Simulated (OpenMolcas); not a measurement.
# C4H14OSi2 (SMILES C[SiH](C)O[SiH](C)C): a chain of runs

We compute the energy (singlet C4H14OSi2, HF/ANO-RCC-MB), then the energy (singlet C4H14OSi2, CASSCF(6,6)/ANO-RCC-VDZ), then the energy (singlet C4H14OSi2, CASPT2(6,6)/ANO-RCC-VDZ), then the energy (doublet [C4H14OSi2]+, CASPT2(5,6)/ANO-RCC-VDZ) of C4H14OSi2 and its partners. 

The results are computed with OpenMolcas 26.06.

**1. The structure to begin with**

The species is C4H14OSi2 (21 atoms), typed as a singlet with charge 0. SMILES: `C[SiH](C)O[SiH](C)C`. The shape comes from GFN2-xTB, which is rough for such elements, and wasn't checked as a minimum.

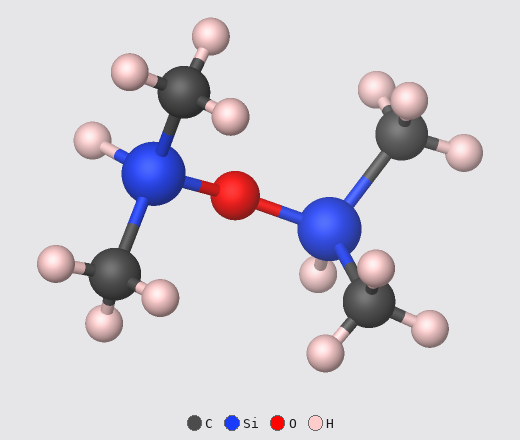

Viewed from a chosen angle; carbon dark grey, silicon blue, oxygen red, hydrogen pink.

**2. A single-point energy at HF/ANO-RCC-MB (DKH2) (run 1)**

The input, step1.input:

```
&GATEWAY
 COORD
 21
 angstrom
 C       -0.615900      -1.179600       2.113100
 Si      -0.978050       0.525020       1.353940
 C       -2.643770       0.505770       0.439810
 O        0.204490       0.913560       0.304860
 Si       1.154080       0.786450      -1.010750
 C        2.823580       0.051770      -0.480460
 C        0.319050      -0.324300      -2.307740
 H       -1.339140      -1.434010       2.881580
 H        0.369330      -1.200220       2.569770
 H       -0.644170      -1.965870       1.363050
 H       -0.906320       1.598680       2.350510
 H       -3.473790       0.370120       1.125830
 H       -2.688900      -0.296840      -0.291810
 H       -2.804350       1.439360      -0.090820
 H        1.283050       2.169390      -1.483720
 H        3.268410       0.634720       0.320000
 H        3.527170       0.037000      -1.306800
 H        2.717320      -0.968040      -0.120650
 H        0.204760      -1.342800      -1.945980
 H        0.894010      -0.366440      -3.227180
 H       -0.670860       0.046270      -2.556530
 BASIS=ANO-RCC-MB
 GROUP=NoSym

&SEWARD

&SCF
 PRORBITALS=1 1
```

Started as:

```bash
$ export MOLCAS_MEM=1860
$ pymolcas step1.input > step1.log
```

The log of the run:

```text
--- Start Module: gateway ---

                                              &GATEWAY

                       available to each process: 1.9 GB of memory, 1 thread

++    Symmetry information:
      ---------------------

                    Character Table for C1

                             E
                    a        1  x, y, xy, Rz, z, xz, Ry, yz, Rx, I
--

++    Basis set information:
      ----------------------

      Basis set label: C.ANO-RCC...2S1P.

[... 175 lines left out ...]
      Nuclear repulsion energy =  476.11585974
[... 41 lines left out ...]
                                   SCF        iterations: Energy and convergence statistics
[... 17 lines left out ...]
 *                                             SCF/KS-DFT Program, Final results                                             *
[... 128 lines left out ...]
      Dipole Moment (debye):
[... 11 lines left out ...]
--- Stop Module: scf /rc=_RC_ALL_IS_WELL_ ---
--- Module scf spent 1 second ---

.##################.
.# Happy landing! #.
.##################.

    Timing: Wall=12.51 User=11.69 System=0.80
```

Wall time 13 s (1 thread of Arm Neoverse V1, shared host); peak memory 0.41 GiB.

**3. The energy at CASSCF(6,6)/ANO-RCC-VDZ (DKH2, RICD fitting) (run 2)**

The input, step2.input:

```
* C4H14OSi2 CASSCF
>>> EXPORT MOLCAS_PRINT=2

&GATEWAY
  Coord
  21
  angstrom
  C       -0.615900      -1.179600       2.113100
  Si      -0.978050       0.525020       1.353940
  C       -2.643770       0.505770       0.439810
  O        0.204490       0.913560       0.304860
  Si       1.154080       0.786450      -1.010750
  C        2.823580       0.051770      -0.480460
  C        0.319050      -0.324300      -2.307740
  H       -1.339140      -1.434010       2.881580
  H        0.369330      -1.200220       2.569770
  H       -0.644170      -1.965870       1.363050
  H       -0.906320       1.598680       2.350510
  H       -3.473790       0.370120       1.125830
  H       -2.688900      -0.296840      -0.291810
  H       -2.804350       1.439360      -0.090820
  H        1.283050       2.169390      -1.483720
  H        3.268410       0.634720       0.320000
  H        3.527170       0.037000      -1.306800
  H        2.717320      -0.968040      -0.120650
  H        0.204760      -1.342800      -1.945980
  H        0.894010      -0.366440      -3.227180
  H       -0.670860       0.046270      -2.556530
  Basis
  ANO-RCC-MB
  Group
  NoSym

&SEWARD

&RASSCF
  FileOrb
  $CurrDir/step1.ScfOrb
  Spin
  1
  Nactel
  6 0 0
  Inactive
  34
  Ras2
  6
  OrbListing
  Nothing
>>> COPY $Project.RunFile RUNFIL1
>>> COPY $Project.RasOrb INPORB

&GATEWAY
  Coord
  21
  angstrom
  C       -0.615900      -1.179600       2.113100
  Si      -0.978050       0.525020       1.353940
  C       -2.643770       0.505770       0.439810
  O        0.204490       0.913560       0.304860
  Si       1.154080       0.786450      -1.010750
  C        2.823580       0.051770      -0.480460
  C        0.319050      -0.324300      -2.307740
  H       -1.339140      -1.434010       2.881580
  H        0.369330      -1.200220       2.569770
  H       -0.644170      -1.965870       1.363050
  H       -0.906320       1.598680       2.350510
  H       -3.473790       0.370120       1.125830
  H       -2.688900      -0.296840      -0.291810
  H       -2.804350       1.439360      -0.090820
  H        1.283050       2.169390      -1.483720
  H        3.268410       0.634720       0.320000
  H        3.527170       0.037000      -1.306800
  H        2.717320      -0.968040      -0.120650
  H        0.204760      -1.342800      -1.945980
  H        0.894010      -0.366440      -3.227180
  H       -0.670860       0.046270      -2.556530
  Basis
  ANO-RCC-VDZ
  Group
  NoSym
  RICD

&SEWARD
>>> COPY $Project.RunFile RUNFIL2

&EXPBAS

&RASSCF
  FileOrb
  $Project.ExpOrb
  Spin
  1
  Nactel
  6 0 0
  Inactive
  34
  Ras2
  6
  OrbListing
  Nothing
  OrbAppear
  Compact
```

Started as:

```bash
$ export MOLCAS_MEM=1860
$ pymolcas step2.input > step2.log
```

The log of the run:

```text
--- Start Module: gateway ---

                                              &GATEWAY

                       available to each process: 1.9 GB of memory, 1 thread

++    Symmetry information:
      ---------------------

                    Character Table for C1

                             E
                    a        1  x, y, xy, Rz, z, xz, Ry, yz, Rx, I
--

++    Basis set information:
      ----------------------

      Basis set label: C.ANO-RCC...2S1P.

[... 262 lines left out ...]
      Note: transformation to natural orbitals
[... 21 lines left out ...]
      RASSCF energy for state  1                   -813.42001379
[... 347 lines left out ...]
      Nuclear repulsion energy =  476.11585974
[... 98 lines left out ...]
      Natural orbitals and occupation numbers for root  1
[... 58 lines left out ...]
      Dipole Moment (debye):
[... 70 lines left out ...]
--

      Average orbitals are written to the RASORB file
      Natural orbitals for root   1 are written to the RASORB.1 file
      Spin density orbitals for root   1 are written to the SPDORB.1 file

--- Stop Module: rasscf /rc=_RC_ALL_IS_WELL_ ---
--- Module rasscf spent 10 seconds ---

.##################.
.# Happy landing! #.
.##################.

    Timing: Wall=28.06 User=26.42 System=1.60
```

Wall time 29 s (1 thread of Arm Neoverse V1, shared host); peak memory 0.41 GiB.

Run 3 isn't shown in full; the table further down has it.

**4. The doublet cation: the energy at CASPT2(5,6)/ANO-RCC-VDZ (DKH2, RICD fitting, ipea shift 0.25 Eh, pt2 variant SS) (run 4)**

The input, step4.inp:

```
* C4H14OSi2 CASPT2
&GATEWAY
Coord
21
angstrom
C       -0.615900      -1.179600       2.113100
Si      -0.978050       0.525020       1.353940
C       -2.643770       0.505770       0.439810
O        0.204490       0.913560       0.304860
Si       1.154080       0.786450      -1.010750
C        2.823580       0.051770      -0.480460
C        0.319050      -0.324300      -2.307740
H       -1.339140      -1.434010       2.881580
H        0.369330      -1.200220       2.569770
H       -0.644170      -1.965870       1.363050
H       -0.906320       1.598680       2.350510
H       -3.473790       0.370120       1.125830
H       -2.688900      -0.296840      -0.291810
H       -2.804350       1.439360      -0.090820
H        1.283050       2.169390      -1.483720
H        3.268410       0.634720       0.320000
H        3.527170       0.037000      -1.306800
H        2.717320      -0.968040      -0.120650
H        0.204760      -1.342800      -1.945980
H        0.894010      -0.366440      -3.227180
H       -0.670860       0.046270      -2.556530
Basis=ANO-RCC-VDZ
Group=NoSym
RICD
&SEWARD
&RASSCF
FileOrb=$CurrDir/step2.RasOrb
Spin=2
Nactel=5 0 0
Inactive=34
Ras2=6
OrbListing=Nothing
OrbAppear=Compact
&CASPT2
Imaginary=0.2
```

Started as:

```bash
$ export MOLCAS_MEM=1860
$ pymolcas step4.inp > step4.log
```

The log of the run:

```text
--- Start Module: gateway ---

                                              &GATEWAY

                       available to each process: 1.9 GB of memory, 1 thread

++    Symmetry information:
      ---------------------

                    Character Table for C1

                             E
                    a        1  x, y, xy, Rz, z, xz, Ry, yz, Rx, I
--

++    Basis set information:
      ----------------------

      Basis set label: C.ANO-RCC...3S2P.

[... 255 lines left out ...]
      Convergence after 39 iterations
[... 17 lines left out ...]
      Natural orbitals and occupation numbers for root  1
[... 23 lines left out ...]
::    RASSCF root number  1 Total energy:   -813.39179443
[... 181 lines left out ...]
      Imaginary shift                            0.20
[... 51 lines left out ...]
      Reference weight:           0.82467
[... 17 lines left out ...]
   (Skipping property calculation,
    use PROP keyword to activate)
--

  Total CASPT2 energies:
::    CASPT2 Root  1     Total energy:   -813.93124468

  A NEW JOBIPH FILE NAMED 'JOBMIX' IS PREPARED.
********************************************************************************
--- Stop Module: caspt2 /rc=_RC_ALL_IS_WELL_ ---
--- Module caspt2 spent 4 seconds ---

.##################.
.# Happy landing! #.
.##################.

    Timing: Wall=20.88 User=19.40 System=1.45
```

Wall time 21 s (1 thread of Arm Neoverse V1, shared host); peak memory 0.083 GiB.

**5. All runs side by side**

| run | level | integral approximation | active rule | inactive | partner | energy (Eh) | dipole moment (D) of the reference | wall time |
| --- | --- | --- | --- | --- | --- | --- | --- | --- |
| 1 | HF/ANO-RCC-MB (DKH2) | none | – | – | base | -813.384368 | 1.15 | 13 s |
| 2 | CASSCF(6,6)/ANO-RCC-VDZ (DKH2, RICD fitting) | RICD | frontier window | 34 | base | -813.739955 | 1.54 | 29 s |
| 3 | CASPT2(6,6)/ANO-RCC-VDZ (DKH2, RICD fitting, ipea shift 0.25 Eh, pt2 variant SS) | RICD | frontier window | 34 | base | -814.296621 | 1.54 | 11 s |
| 4 | CASPT2(5,6)/ANO-RCC-VDZ (DKH2, RICD fitting, ipea shift 0.25 Eh, pt2 variant SS) | RICD | frontier window | 34 | cation | -813.931245 | – | 21 s |

**6. Outcome**

| quantity | value |
| --- | --- |
| doublet cation: total energy | -813.93124 Eh |
| vertical ionisation energy (to the doublet cation) | 9.942 eV |

In words: Removing an electron at fixed nuclei costs 9.94 eV (229 kcal/mol). Among the runs that give it from their own density at one geometry, the dipole moment runs from 1.15 D (HF/ANO-RCC-MB) to 1.54 D (CASSCF(6,6)/ANO-RCC-VDZ). Basis or surroundings differ between these two runs. All runs together took 74 s, the longest 29 s.
